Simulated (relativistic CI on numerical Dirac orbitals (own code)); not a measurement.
**Co³⁺: M2,3 absorption multiplets**

Aim: the M2,3 absorption spectrum of Co³⁺ in 4 surroundings, from the same atomic integrals.

The numbers are computed with relativistic CI on numerical Dirac orbitals (own code) version 1 (Dirac-Coulomb-Breit CI, KLI orbitals optimised for each configuration, model QED (radiative potential, 1s self-energy scaled to tabulated hydrogen-like ionisation energies), valence Slater integrals scaled by 0.8, multiplet model of core-to-valence dipole absorption in a parametric crystal field), except any that are marked as measured or tabulated.

**1. The atom as given**

| Item | Value |
| --- | --- |
| ion | Co³⁺ (Co IV) |
| nuclear charge | 27 |
| electrons | 24 |
| configurations | [Ar] 3d6 → [Ne] 3s2 3p5 3d7 |
| magnetising field for the dichroism, Lz and Sz | exchange field 10 meV on Sz; these come from the lowest magnetised state alone (0 K) |
| temperature of the isotropic spectrum | 300 K |
| widths | Lorentz 1.2 eV, Gauss 0.3 eV |
| surrounding 1 | Oh, 10Dq = 26750 cm⁻¹ |
| surrounding 2 | Oh, 10Dq = 9400 cm⁻¹ |
| surrounding 3 | Oh, 10Dq = 29600 cm⁻¹ |
| surrounding 4 | D4h, 10Dq = 15100, Ds = 2450, Dt = 870 cm⁻¹ |

**2. Surrounding 1: Oh, 10Dq = 26750**

The run's settings:

```ini
atom Co  Z=27  charge=3  electrons=24
nucleus A=59  rms_radius_fm=3.7875
hamiltonian dirac-coulomb  breit=on  qed=on  c_scale=1
orbitals kli  potential=per-configuration
slater_scale 0.8
correlation none
mixing on
configurations
  [Ar] 3d6
  [Ne] 3s2 3p5 3d7
end
absorption M2,3 T=300 lorentz=1.2 gauss=0.3
crystal_field Oh 10Dq=26750
```

The program writes no log. Results of the run, from its result record (rounded, main fields):

```text
{
  "status": "converged",
  "curve, one point in 3 above 2 % of the maximum [energy, isotropic, mcd, ld] [eV; bohr^2/eV]": [
    [61.75, 0.00138, 3.738e-07, 7.896e-10],
    [62.5, 0.002072, 4.329e-07, 9.343e-10],
    [63.25, 0.003052, 8.908e-07, 1.064e-11],
    [64, 0.003951, 1.171e-06, -1.685e-09],
    [64.75, 0.005669, -7.887e-07, 4.403e-09],
    [65.5, 0.009824, -2.246e-06, 1.323e-08],
    [66.25, 0.01598, -2.035e-06, 7.514e-09],
    [67, 0.03669, -7.771e-06, 1.631e-09],
    [67.75, 0.03032, -4.606e-06, 1.426e-09],
    [68.5, 0.01927, 6.951e-06, 1.726e-08],
    [69.25, 0.01386, 2.701e-06, 1.157e-08],
    [70, 0.01472, -6.204e-07, 4.359e-09],
    [70.75, 0.02154, 1.369e-06, 6.139e-09],
    [71.5, 0.04052, 8.788e-07, 1.756e-09],
    [72.25, 0.06716, 2.935e-06, -4.033e-08],
    [73, 0.02692, 6.683e-07, -1.754e-08],
    [73.75, 0.01136, -1.036e-06, -3.769e-09],
    [74.5, 0.006867, -4.551e-07, -4.463e-09],
    [75.25, 0.005252, -9.041e-07, -9.655e-09],
    [76, 0.005089, -1.108e-06, -9.721e-09],
    [76.75, 0.007027, 9.811e-07, -5.808e-09],
    [77.5, 0.01471, 8.041e-07, -1.359e-08],
    [78.25, 0.02251, 2.089e-06, -8.581e-09],
    [79, 0.0337, 7.44e-07, 5.052e-09],
    [79.75, 0.01749, -2.231e-06, 8.015e-09],
    [80.5, 0.006613, -9.16e-07, 2.07e-09],
    [81.25, 0.00364, -5.028e-07, -8.84e-10],
    [82, 0.002872, -4.443e-09, -7.589e-10],
    [82.75, 0.003028, 3.305e-07, -3.771e-10],
    [83.5, 0.002274, 1.962e-07, -2.184e-10]
  ],
  "sticks, the strongest [energy, strength] [eV, bohr^2]": [
    [65.41, 0.004491],
    [66.95, 0.01619],
    [67.2, 0.03227],
    [67.44, 0.01721],
    [67.48, 0.006656],
    [68.68, 0.01185],
    [70.41, 0.007648],
    [71.66, 0.006959],
    [72.05, 0.01414],
    [72.17, 0.09037],
    [72.21, 0.01585],
    [77.8, 0.01399],
    [78.24, 0.00508],
    [79.11, 0.05605]
  ],
  "total [bohr^2]": 0.356916,
  "centroid [eV]": 72.3066,
  "radial 3p6 3d6 [Ha, bohr]": {"<r^-3>(3d)": 6.7012, "<r^1>(3d)": 0.93082, "<r^2>(3d)": 1.0847, "<r^4>(3d)": 2.5847, "F2(3d,3d)": 0.46325, "F4(3d,3d)": 0.28938, "zeta(3d)": 0.0026164},
  "radial 3p5 3d7 [Ha, bohr]": {"<r^-3>(3p)": 68.117, "<r^1>(3p)": 0.80474, "<r^2>(3p)": 0.75966, "<r^4>(3p)": 0.988, "zeta(3p)": 0.044866, "<r^-3>(3d)": 6.758, "<r^1>(3d)": 0.92694, "<r^2>(3d)": 1.0753, "<r^4>(3d)": 2.54, "F2(3d,3d)": 0.4655, "F4(3d,3d)": 0.29085, "F2(3p,3d)": 0.50136, "G1(3p,3d)": 0.62005, "G3(3p,3d)": 0.3777, "zeta(3d)": 0.002584},
  "ground_degeneracy": 1,
  "ground_Lz": 5.49865e-06,
  "ground_Sz": -4.70295e-05,
  "ground_S": 0.0135277,
  "core_spin_orbit_splitting [eV]": 1.87171
}
```

Wall time 0.36 s (1 thread, shared host).

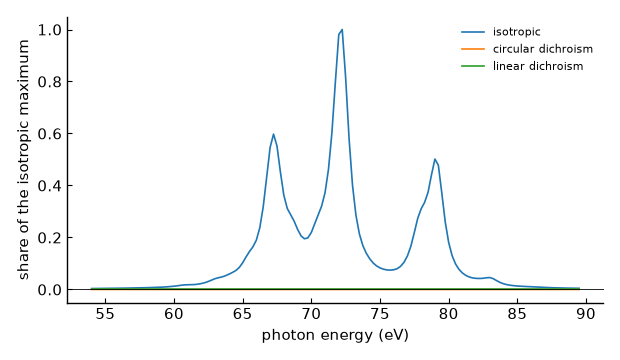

Thermal isotropic spectrum, and the dichroism of the lowest magnetised state alone (0 K, fully polarised).

**3. Surrounding 2: Oh, 10Dq = 9400**

Changes to the settings of step 2:

```diff
@@ -12,2 +12,2 @@
 absorption M2,3 T=300 lorentz=1.2 gauss=0.3
-crystal_field Oh 10Dq=26750
+crystal_field Oh 10Dq=9400
```

Main fields:

```text
{
  "status": "converged",
  "curve, one point in 3 above 2 % of the maximum [energy, isotropic, mcd, ld] [eV; bohr^2/eV]": [
    [57.5, 0.001848, -0.0001728, 0.0001661],
    [58.25, 0.003105, -0.0003331, 0.0006078],
    [59, 0.004213, 0.0009773, 0.0008039],
    [59.75, 0.005726, 0.002188, 0.0006343],
    [60.5, 0.007941, 0.002756, 0.001029],
    [61.25, 0.01453, 0.005373, 0.002328],
    [62, 0.02855, 0.008776, 0.001769],
    [62.75, 0.04093, 0.003404, 9.635e-05],
    [63.5, 0.02674, 0.001786, 0.001235],
    [64.25, 0.01697, -0.002399, -6.165e-05],
    [65, 0.01927, -0.01318, -0.0005544],
    [65.75, 0.04366, -0.04395, -0.000333],
    [66.5, 0.08457, -0.0783, -0.01444],
    [67.25, 0.06372, -0.02866, -0.01376],
    [68, 0.04723, 0.01418, -0.002529],
    [68.75, 0.01902, 0.002776, -0.0002891],
    [69.5, 0.008647, -0.0002505, -0.0004554],
    [70.25, 0.005055, -0.0006843, -0.0003586],
    [71, 0.003368, -0.00059, -0.0002214],
    [71.75, 0.002401, -0.0004748, -0.0001525],
    [72.5, 0.001786, -0.0004181, -0.0001376]
  ],
  "sticks, the strongest [energy, strength] [eV, bohr^2]": [
    [66.19, 0.01199],
    [66.22, 0.02008],
    [66.67, 0.0127],
    [66.73, 0.01512],
    [66.76, 0.01474],
    [66.77, 0.0145],
    [67.86, 0.018],
    [67.87, 0.01416]
  ],
  "total [bohr^2]": 0.357111,
  "centroid [eV]": 65.5206,
  "ground_degeneracy": 3,
  "ground_Lz": -0.736549,
  "ground_Sz": -1.67868,
  "ground_S": 1.99881,
  "core_spin_orbit_splitting [eV]": 1.87171
}
```

Run time: 0.45 s. Hardware: 1 thread, shared host.

**4. Surrounding 3: Oh, 10Dq = 29600**

Changes to the settings of step 3:

```diff
@@ -12,2 +12,2 @@
 absorption M2,3 T=300 lorentz=1.2 gauss=0.3
-crystal_field Oh 10Dq=9400
+crystal_field Oh 10Dq=29600
```

Main fields:

```text
{
  "status": "converged",
  "curve, one point in 4 above 2 % of the maximum [energy, isotropic, mcd, ld] [eV; bohr^2/eV]": [
    [62, 0.001327, 2.776e-07, 6.762e-10],
    [63, 0.002333, 2.227e-07, 9.18e-10],
    [64, 0.00339, 5.091e-07, -4.075e-10],
    [65, 0.005191, 1.141e-07, 7.134e-10],
    [66, 0.01076, -2.064e-06, 8.283e-09],
    [67, 0.02295, -1.875e-06, 4.315e-09],
    [68, 0.04319, -6.022e-06, -2.403e-09],
    [69, 0.01983, 3.618e-06, 8.443e-09],
    [70, 0.01365, 2.043e-06, 5.75e-09],
    [71, 0.01771, 1.328e-07, 6.408e-10],
    [72, 0.03662, 4.866e-07, 4.252e-09],
    [73, 0.05778, 1.382e-06, -2.396e-08],
    [74, 0.01535, -6.229e-08, -5.935e-09],
    [75, 0.006969, -5.481e-07, -1.306e-09],
    [76, 0.004826, -5.233e-07, -5.182e-09],
    [77, 0.005251, -5.693e-07, -4.991e-09],
    [78, 0.01128, 1.329e-06, -4.014e-09],
    [79, 0.02533, 8.816e-07, -5.503e-09],
    [80, 0.02421, -8.871e-07, 5.332e-09],
    [81, 0.006462, -7.05e-07, 1.793e-09],
    [82, 0.002887, -2.595e-07, -2.3e-10],
    [83, 0.002214, 2.848e-08, -3.739e-10],
    [84, 0.002359, 2.108e-07, -2.243e-10]
  ],
  "sticks, the strongest [energy, strength] [eV, bohr^2]": [
    [67.6, 0.03323],
    [67.9, 0.03192],
    [68.09, 0.01249],
    [72.52, 0.01503],
    [72.79, 0.08058],
    [72.83, 0.01432],
    [78.75, 0.01457],
    [79.75, 0.03908]
  ],
  "total [bohr^2]": 0.356887,
  "centroid [eV]": 72.5143,
  "ground_degeneracy": 1,
  "ground_Lz": 2.83298e-06,
  "ground_Sz": -2.89744e-05,
  "ground_S": 0.00988051,
  "core_spin_orbit_splitting [eV]": 1.87171
}
```

It took 0.33 s on 1 thread, shared host.

**5. Surrounding 4: D4h, 10Dq = 15100, Ds = 2450, Dt = 870**

Changes to the settings of step 4:

```diff
@@ -12,2 +12,2 @@
 absorption M2,3 T=300 lorentz=1.2 gauss=0.3
-crystal_field Oh 10Dq=29600
+crystal_field D4h 10Dq=15100 Ds=2450 Dt=870
```

Main fields:

```text
{
  "status": "converged",
  "curve, one point in 3 above 2 % of the maximum [energy, isotropic, mcd, ld] [eV; bohr^2/eV]": [
    [57.5, 0.0018, -0.0002764, 0.0004616],
    [58.25, 0.002996, -0.0008567, 0.0008499],
    [59, 0.004767, -0.0002915, 0.001036],
    [59.75, 0.006517, 0.004129, 0.002166],
    [60.5, 0.00826, 0.005159, 0.004745],
    [61.25, 0.01367, 0.007657, 0.008075],
    [62, 0.02745, 0.01225, 0.02244],
    [62.75, 0.03516, 0.009339, 0.02882],
    [63.5, 0.02745, 0.008754, 0.0175],
    [64.25, 0.01861, -0.003576, 0.006481],
    [65, 0.02012, -0.0217, -0.004555],
    [65.75, 0.04362, -0.07259, -0.02342],
    [66.5, 0.08334, -0.1152, -0.03499],
    [67.25, 0.06945, -0.06205, -0.04432],
    [68, 0.03621, 0.008236, -0.02303],
    [68.75, 0.0251, 0.03486, -0.02495],
    [69.5, 0.01056, 0.008906, -0.009056],
    [70.25, 0.005585, 0.001999, -0.003949],
    [71, 0.00357, 0.0003714, -0.002148],
    [71.75, 0.00252, -8.467e-05, -0.001382],
    [72.5, 0.001858, -0.0002429, -0.0009687]
  ],
  "sticks, the strongest [energy, strength] [eV, bohr^2]": [
    [66.15, 0.011],
    [66.27, 0.01449],
    [66.55, 0.01008],
    [66.82, 0.01145],
    [66.89, 0.0172],
    [67.02, 0.0165],
    [68.5, 0.009164],
    [68.52, 0.009163]
  ],
  "total [bohr^2]": 0.357036,
  "centroid [eV]": 65.5829,
  "ground_degeneracy": 2,
  "ground_Lz": -0.99903,
  "ground_Sz": -1.99233,
  "ground_S": 1.99836,
  "core_spin_orbit_splitting [eV]": 1.87171
}
```

Wall time 0.31 s (1 thread, shared host).

**6. The spectra side by side**

| surrounding | ground S | Lz (0 K) | Sz (0 K) | centroid (eV) | share of the lower edge | up to four highest peaks (% of the highest), eV |
| --- | --- | --- | --- | --- | --- | --- |
| 1: Oh | 0.01 | 0.00 | 0.00 | 72.31 | - | 67.2 (60), 72.2 (100), 79.0 (50) |
| 2: Oh | 2.00 | -0.74 | -1.68 | 65.52 | - | 62.8 (48), 66.8 (100) |
| 3: Oh | 0.01 | 0.00 | 0.00 | 72.51 | - | 67.8 (70), 72.8 (100), 79.5 (46) |
| 4: D4h | 2.00 | -1.00 | -1.99 | 65.58 | - | 62.8 (39), 66.8 (100) |

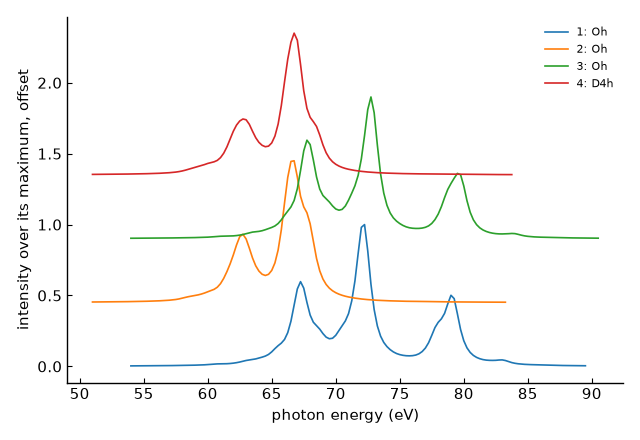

The spectra, each scaled to its maximum and offset.

**7. What came out**

| quantity | value |
| --- | --- |
| highest peak, first run | 72.2 eV |
| ground spin (effective S from ⟨S²⟩) | 0.01 to 2.00 |
| core spin-orbit splitting (without Breit) | 1.87 eV |

What this shows: The ground spin changes between the runs (2.00 to 0.01), and the line shape with it. The position of the maximum differs by up to 6.0 eV between the surroundings, by shifts of peaks or by peaks exchanging rank. Edge positions are free-ion values and differ from those in solids by a few eV or more.
